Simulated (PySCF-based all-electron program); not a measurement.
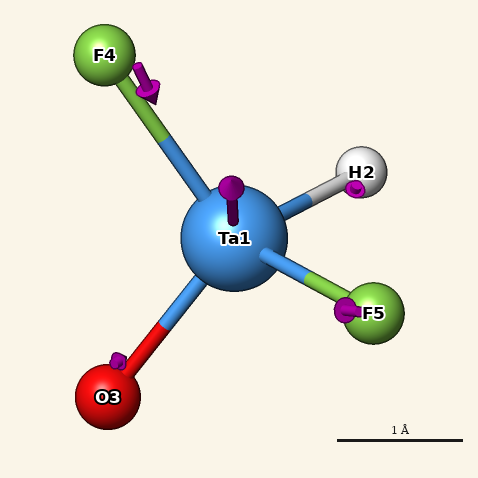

Arrows show the forces on the atoms, 0.7 Å of arrow for 1 eV/Å; forces under a tenth of the largest aren't drawn. Charge 0, singlet. Level of theory: PBE, all-electron, scalar-relativistic (Koelling-Harmon), large uncontracted Gaussian sets (PySCF-based all-electron program).

Q: On which atom is the force largest, and how large is it?

A: On Ta1: 1.34 eV/Å.

List the force components in the frame of the picture (x right, y up, z towards the viewer), in eV/Å.

```csv
atom,Fx,Fy,Fz
Ta1,−0.03,0.47,1.26
H2,−0.05,−0.14,−0.22
O3,0.15,0.09,−0.17
F4,0.22,−0.46,−0.34
F5,−0.29,0.03,−0.53
```
